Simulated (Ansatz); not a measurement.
# Does disorder add resistance in series? Ir(111) layers displaced at 273 K

Two lengths of the disordered region are known. What area resistance does the third give?

How it was computed: Ansatz 0.2.0, plane waves with PAW datasets at their recommended cutoffs (420 eV for most), Fermi-Dirac smearing; ballistic transmission by layer matching. The area resistance is RA = A (h/2e²)(1/T − 1/N), with T the zone-mean transmission per spin and N the lead's channels, both averaged over a few energies near the Fermi level; for magnets each spin is taken apart, with h/e², and the two conduct in parallel. Lateral cell 2x2, PBE, a fresh random draw for each length. Atoms are displaced independently, by 0.0353 Å r.m.s. per direction; each RA is scaled by the nominal over the drawn mean square displacement.

Results; the value marked ? is to be predicted:

```
length (Å)  channels N  RA (fΩ m²)
      8.87       5.940      0.0271
      17.7       5.940      0.0658
      26.6       6.060           ?
```

**Fit on the rows shown.**

Ohm's law makes RA linear in the length: the slope is (0.0658 − 0.0271)/(17.7 − 8.87) = 4.36×10⁻³ fΩ m² per Å, or 4.4 µΩ cm. Then 0.0658 + 4.36×10⁻³ × 8.87. Predicted: 0.104 fΩ m².

What the run gave:

0.108 fΩ m², so the prediction is 3.5 % too low. The three lengths together give 4.6 µΩ cm. The two increments are 0.039 and 0.042 fΩ m², roughly as Ohm's law has it, though with one draw for each length that is a weak test.

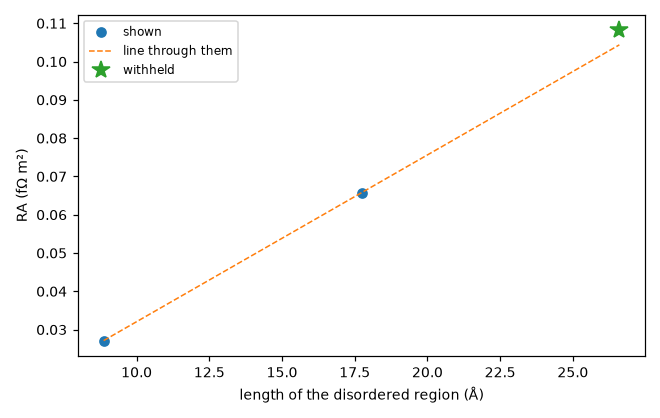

Area resistance against length.

Caveats: The scatterers repeat sideways with the small cell. The slope is a raw one; a model of isotropic scattering puts it 1.13 times the bulk value over these lengths. Spin-orbit coupling is left out, which matters for Ir.

[Logs are printed without paths, hosts, clocks, repeated set-up lines and the standing remarks that a program may print on its own settings, such as how far it seeks lower states.]
